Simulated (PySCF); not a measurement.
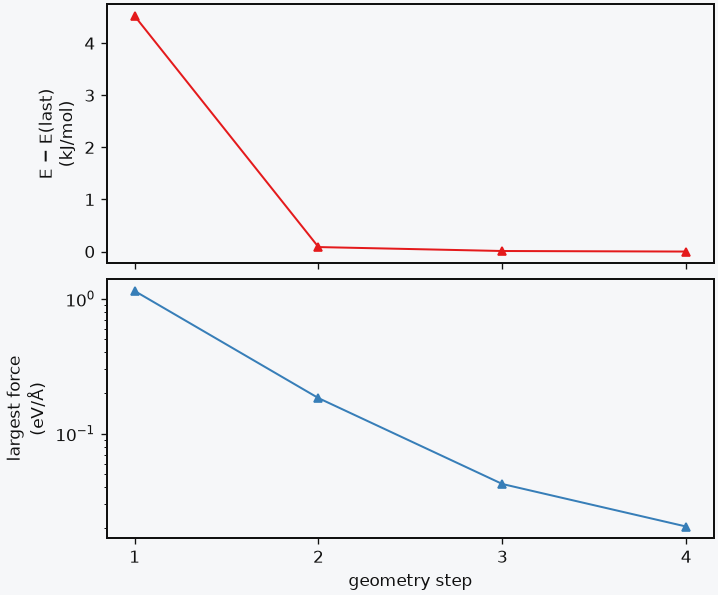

History of a geometry optimisation.

System: C4H5F (SMILES C#CCCF).
Method: PBE0-D3(BJ)/def2-SVP, geometry optimisation (PySCF).

How did the optimisation end?

The optimisation met its thresholds at geometry 4, counting the start as the first. The energy fell by about 4.5 kJ/mol from the first step to the last. The largest force goes from about 1.1 eV/Å at the start to 0.02 eV/Å at the end.
